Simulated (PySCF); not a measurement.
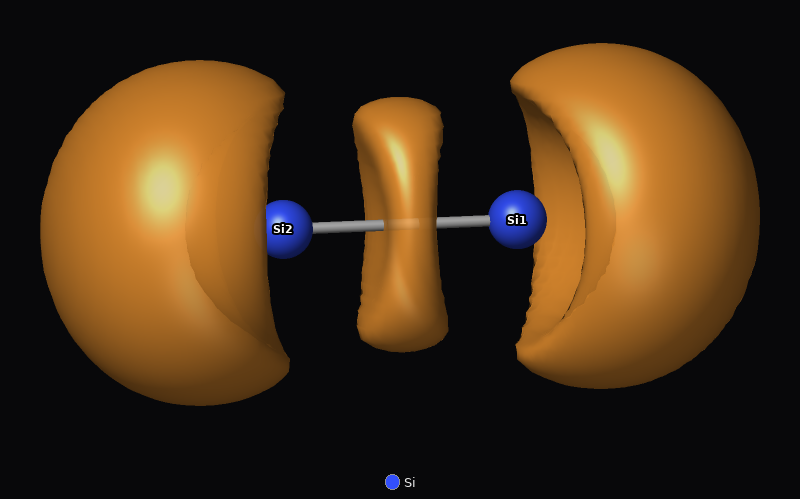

*Si₂ (charge −1, doublet). Isosurface of the electron localisation function at 0.8 (orange), seen from one side. Only the valence region is drawn (cores and ρ < 0.01 e/Å³ removed).*

All numbers below come from PBE0/aug-cc-pVDZ(-PP), non-relativistic Hamiltonian with scalar-relativistic core potentials where named, at a bond length of 2.190 Å in PySCF 2.14.0.

Describe the localisation domains.

At this value the surface marks out one region between bonded Si–Si atoms (shared pairs) and two lobes on Si, pointing away from the bonds (non-bonding electrons). Profiles from the grid: Si–Si (2.19 Å): the ELF peaks at about 0.90 between the atoms: a shared electron pair.
